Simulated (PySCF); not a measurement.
## Excited-state calculation of C3H5BF3N

System: C3H5BF3N, SMILES F[BH2-][N+]#CCC(F)F.
Method: TDDFT CAM-B3LYP/def2-SVPD, vertical, gas phase, core orbitals frozen in the response (PySCF 2.14.0).

The geometry comes from this level: GFN2-xTB. It belongs to a series of runs on one base structure; here: Al replaced by B.

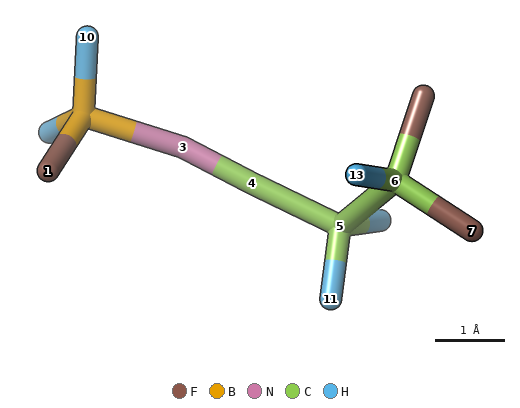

Fig. 1: The structure (stick view, seen at a tilt; atoms are numbered from 1 in the order of the input). Bond lengths as drawn: B–F 1.39 Å, B–H 1.19 Å, B–N 1.52 Å, C–C 1.43 to 1.54 Å, C–F 1.35 Å, C–H 1.09 to 1.10 Å and C–N 1.15 Å.

Key numbers:

```tsv
quantity	value
outcome	converged
total energy	−495.959676 hartree
HOMO	−9.00 eV
LUMO	−0.30 eV
dipole moment	6.33 D
mean polarisability	63.74 a.u.
lowest singlet excitation	5.28 eV
hardware	1 CPU thread, shared host
wall time	56 s
peak memory	0.92 GiB
```

The input:
```
{"job": {"kind": "uv", "xc": "CAM-B3LYP", "basis": "def2-SVPD", "nstates": 8, "ntriplets": 3}, "charge": 0, "multiplicity": 1}
F      3.093897    -0.289495     0.790824
B      2.621066    -0.310009    -0.519704
N      1.167123     0.102831    -0.377717
C      0.139584     0.428249     0.016713
C     -1.159490     0.802762     0.488972
C     -1.962885    -0.418061     0.965188
F     -3.101642     0.003788     1.555002
F     -2.330127    -1.178254    -0.086030
H      3.126184     0.525889    -1.198989
H      2.591052    -1.408260    -0.976749
H     -1.055993     1.500026     1.326290
H     -1.716413     1.295111    -0.315771
H     -1.416743    -1.054091     1.678466
```

The first line tells a small driver script what to run in PySCF; the rest is the geometry in Å.

Command:
```bash
OMP_NUM_THREADS=1 python <driver script> task.json out
```

What the program printed:
```
coarse grid: 11768 points
cycle   1  E = -495.6981156743  dE =  1.243e+00  |g| = 9.460e-01  |ddm| = 7.230e+00
cycle   2  E = -495.5282659664  dE =  1.698e-01  |g| = 1.425e+00  |ddm| = 2.499e+00
cycle   3  E = -495.8870539061  dE = -3.588e-01  |g| = 1.572e-01  |ddm| = 1.639e+00
cycle   4  E = -495.8903010692  dE = -3.247e-03  |g| = 9.847e-02  |ddm| = 2.497e-01
cycle   5  E = -495.8921862753  dE = -1.885e-03  |g| = 1.672e-02  |ddm| = 1.251e-01
cycle   6  E = -495.8922399434  dE = -5.367e-05  |g| = 4.291e-03  |ddm| = 2.506e-02
cycle   7  E = -495.8922433965  dE = -3.453e-06  |g| = 1.551e-03  |ddm| = 8.259e-03
final grid: 117496 points
cycle   8  E = -495.9596734125  dE = -4.175e-05  |g| = 3.224e-03  |ddm| = 8.937e-02
cycle   9  E = -495.9596740277  dE = -6.152e-07  |g| = 3.232e-03  |ddm| = 9.365e-03
cycle  10  E = -495.9596758717  dE = -1.844e-06  |g| = 4.706e-04  |ddm| = 3.978e-03
cycle  11  E = -495.9596759068  dE = -3.510e-08  |g| = 2.268e-04  |ddm| = 1.130e-03
cycle  12  E = -495.9596759159  dE = -9.083e-09  |g| = 1.036e-04  |ddm| = 3.651e-04
cycle  13  E = -495.9596759181  dE = -2.221e-09  |g| = 2.687e-05  |ddm| = 1.439e-04
cycle  14  E = -495.9596759183  dE = -1.969e-10  |g| = 4.190e-06  |ddm| = 4.625e-05
```

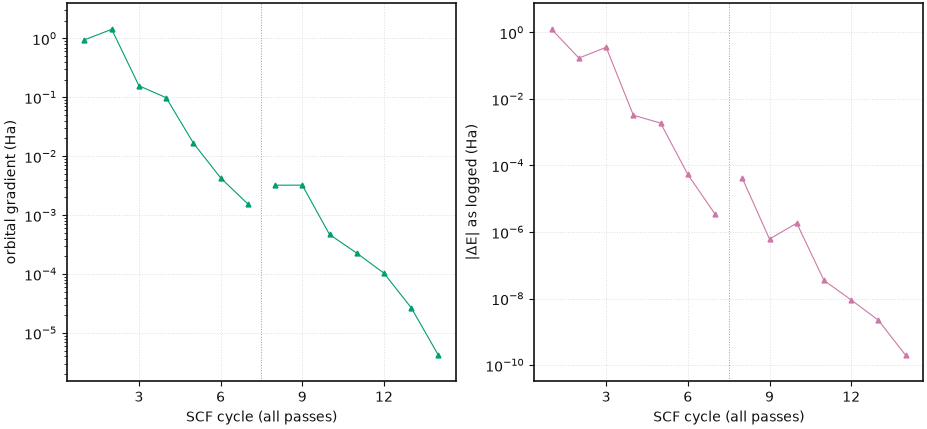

Fig. 2: Convergence of the self-consistent field: orbital gradient and size of the energy change against the SCF cycle. The dotted line marks the change from a coarse to the final integration grid. The first 7 cycles use a coarse grid, the final grid takes over at cycle 8, and the field converges after 14 cycles in all.

```
converged SCF energy = -495.9596759183

Static polarisability (au): isotropic 63.740, principal 49.705 52.462 89.054

Singlet excitations
state   eV       nm        f      main configurations
  1   5.2818    234.7   0.00253   H->L 0.69, H->L+1 0.27
  2   5.8673    211.3   0.20336   H->L+1 0.67, H->L 0.26
  3   7.0015    177.1   0.00534   H->L+2 0.82, H->L+4 0.12
  4   7.1599    173.2   0.00115   H-1->L 0.78, H-1->L+1 0.20
  5   7.3846    167.9   0.01090   H-1->L+1 0.74, H-1->L 0.17
  6   7.6559    161.9   0.00680   H-2->L+1 0.38, H-2->L 0.25
  7   8.0069    154.8   0.03556   H-3->L 0.32, H-2->L+1 0.27, H-2->L 0.13
  8   8.0393    154.2   0.01172   H-3->L+1 0.36, H-3->L 0.21, H-2->L 0.16

Triplet excitations (Tamm-Dancoff, eV): 4.9612 5.1151 6.4279
```

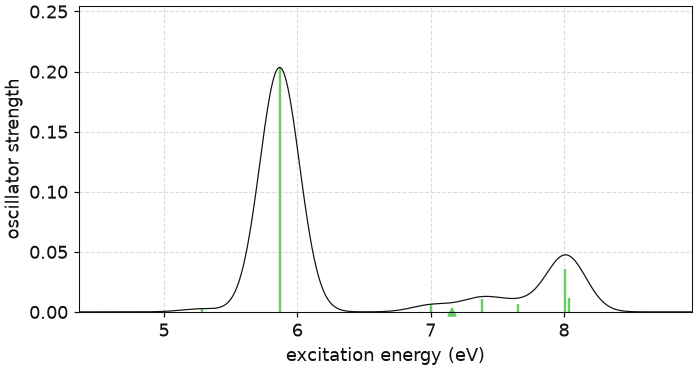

Fig. 3: Computed excitations as sticks (degenerate states added up, dark ones marked on the axis), with a Gaussian envelope of 0.35 eV full width at half maximum, scaled to the tallest. Of the 8 states the lowest lies at 5.28 eV (f = 0.003); the strongest line is at 5.87 eV, or 211 nm (f = 0.203).

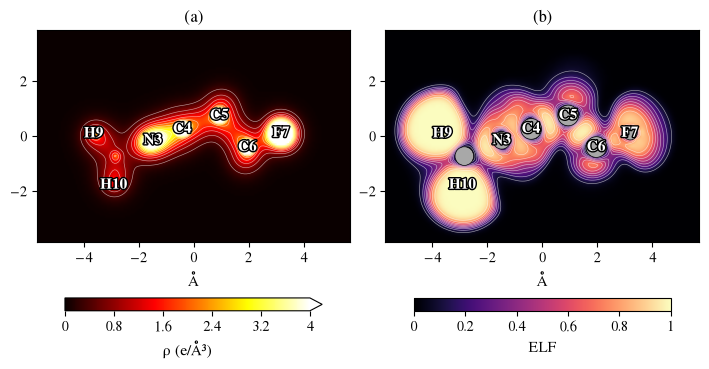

Fig. 4: (a) total electron density; (b) ELF on the plane of atoms C4, C5 and C6. Grey discs, where drawn, cover atomic cores. Atoms in the plane: N, C, F and H. C–N (1.15 Å): ρ at the midpoint is about 3.5 e/Å³; the ELF peaks at about 0.85 between the atoms (a double or triple bond). C–F (1.35 Å): ρ is about 2.3 e/Å³ halfway, with its minimum of 1.8 e/Å³ about 0.5 Å from C; the ELF peaks at about 0.85 between the atoms, which marks a polar covalent bond.

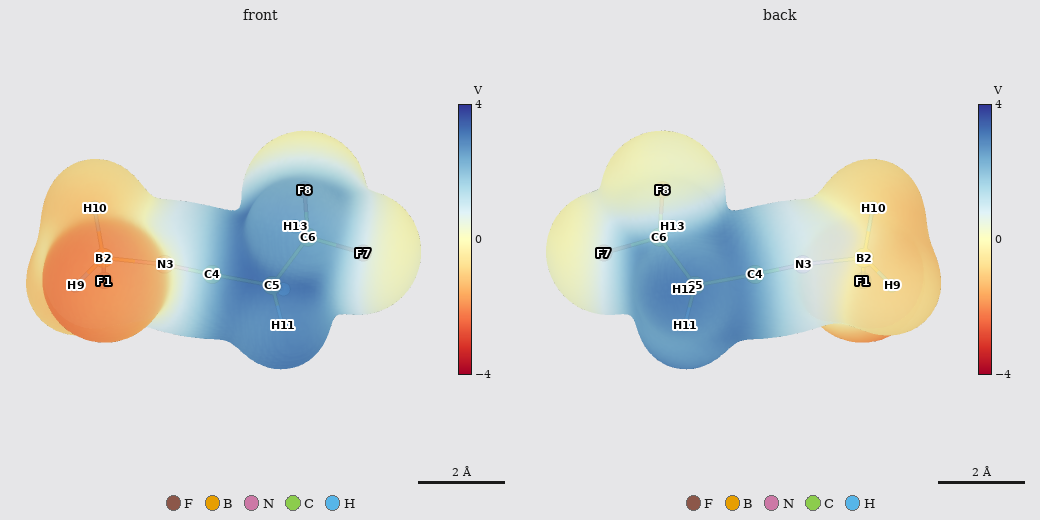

Fig. 5: The molecular electrostatic potential painted on the density surface at 0.004 e/bohr³, seen at a tilt and from behind; red is negative and blue positive. Its dipole moment is 6.33 D.
